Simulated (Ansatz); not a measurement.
# HSE06/6-31G run of [BH4]− (SMILES [H][B-]([H])([H])[H])

Aim: the vertical ionisation energy of [BH4]− at HSE06/6-31G, from 2 runs. 

The calculation is run with Ansatz 0.2.0.

### 1 The system as given

[BH4]− has 5 atoms, charge -1, and is taken as a singlet. As SMILES, `[H][B-]([H])([H])[H]`. Geometry: relaxed at GFN2-xTB.

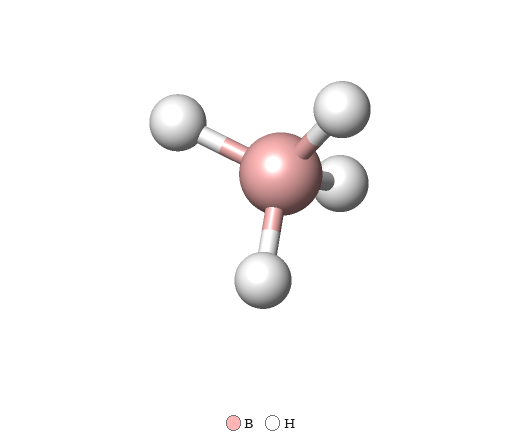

The structure, seen from a chosen angle (boron pink, hydrogen white).

### 2 The energy at HSE06/6-31G

input.yaml

```yaml
crystal:
  periodic: [false, false, false]
  atoms:
    - {symbol: B, position_ang: [0.000000, -0.000190, -0.000050]}
    - {symbol: H, position_ang: [0.011880, -0.020580, 1.229120]}
    - {symbol: H, position_ang: [1.154650, 0.011840, -0.420810]}
    - {symbol: H, position_ang: [-0.587600, 1.007810, -0.387560]}
    - {symbol: H, position_ang: [-0.578930, -0.998880, -0.420690]}
basis:
  gaussian:
    orbitals: 6-31G
total_charge: -1
hamiltonian:
  xc: {name: HSE06}
accuracy: high
```

The run is started by

```bash
$ ansatz run input.yaml --threads 1 --pin off --max-ram 2610MiB --events-out events.jsonl --progress --plain --runs-dir runs
```

What it wrote:

```text
Warning: RAYON_NUM_THREADS=1 ignored (pool sized by the plan → 1); use --threads N
Functional definition: HSE06
  name "HSE06"
  parameter a = 0.25
  parameter omega = 0.11/bohr
  exchange = pbe_x - a*pbe_x_sr(omega) + a*exact_x_sr(omega)
  correlation = pbe_c
413 factors; integrals over basis functions are off by at most 2.7e-9 eV
65 factors; integrals over basis functions are off by at most 2.7e-10 eV
mean field evaluation 1: about -739.4882 eV, gradient 6.3e0 eV
mean field evaluation 2: about -739.5551 eV, gradient 5.0e0 eV
mean field evaluation 4: about -739.6394 eV, gradient 1.8e-2 eV
mean field evaluation 8: about -739.6324 eV, gradient 1.2e-4 eV
mean field -739.63241393 eV, -27.1809898711 hartree, gradient 8.3e-8 eV, S^2 0.000000; 0 other end points of the search recorded, 0 dependent functions left out
reference -739.63241581 eV, -27.1809899400 hartree; 5, 5 occupied and 12, 12 virtual orbitals, 413 factors
Total energy: -739.63241581 eV, -27.1809899400 hartree
```

Wall time 0.64 s (1 thread of Arm Neoverse V2, shared host).

### 3 Doublet neutral BH4 at the same level

molecule.yaml

```yaml
basis:
  gaussian:
    orbitals: 6-31G
crystal:
  periodic: [false, false, false]
  atoms:
    - {symbol: B, position_ang: [0.000000, -0.000190, -0.000050]}
    - {symbol: H, position_ang: [0.011880, -0.020580, 1.229120]}
    - {symbol: H, position_ang: [1.154650, 0.011840, -0.420810]}
    - {symbol: H, position_ang: [-0.587600, 1.007810, -0.387560]}
    - {symbol: H, position_ang: [-0.578930, -0.998880, -0.420690]}
magnetization:
  spin_polarized: true
  initial_magnetization: 1
hamiltonian:
  xc: {name: HSE06}
accuracy: high
```

The run is started by

```bash
$ ansatz run molecule.yaml --threads 1 --pin off --max-ram 2610MiB --events-out events.jsonl --progress --plain --runs-dir runs
```

What it wrote:

```text
Warning: RAYON_NUM_THREADS=1 ignored (pool sized by the plan → 1); use --threads N
Functional definition: HSE06
  name "HSE06"
  parameter a = 0.25
  parameter omega = 0.11/bohr
  exchange = pbe_x - a*pbe_x_sr(omega) + a*exact_x_sr(omega)
  correlation = pbe_c
409 factors; integrals over basis functions are off by at most 2.7e-9 eV
65 factors; integrals over basis functions are off by at most 2.7e-10 eV
mean field evaluation 1: about -734.5672 eV, gradient 1.1e1 eV
mean field evaluation 2: about -735.0848 eV, gradient 8.2e0 eV
mean field evaluation 4: about -735.5876 eV, gradient 3.8e-1 eV
mean field evaluation 8: about -735.6339 eV, gradient 9.3e-1 eV
mean field evaluation 16: about -735.6386 eV, gradient 1.3e-8 eV
mean field evaluation 32: about -735.6388 eV, gradient 4.5e-7 eV
mean field -735.63880278 eV, -27.0342273684 hartree, gradient 2.7e-8 eV, S^2 0.753752; 8 other end points of the search recorded, 0 dependent functions left out
reference -735.63880487 eV, -27.0342274450 hartree; 5, 4 occupied and 12, 13 virtual orbitals, 409 factors
Total energy: -735.63880487 eV, -27.0342274450 hartree
```

Run time: 3.9 s. Hardware: 1 thread of Arm Neoverse V2, shared host; peak memory 0.11 GiB.

### 4 Results

Level: HSE06/6-31G.

| quantity | value |
| --- | --- |
| singlet [BH4]−: total energy | -27.18099 Eh |
| doublet neutral BH4: total energy | -27.03423 Eh |
| doublet neutral BH4: ⟨S²⟩ | 0.754 |
| vertical detachment energy (to the doublet neutral) | 3.994 eV |

What this shows: The vertical ionisation energy comes to 3.99 eV (385 kJ/mol).
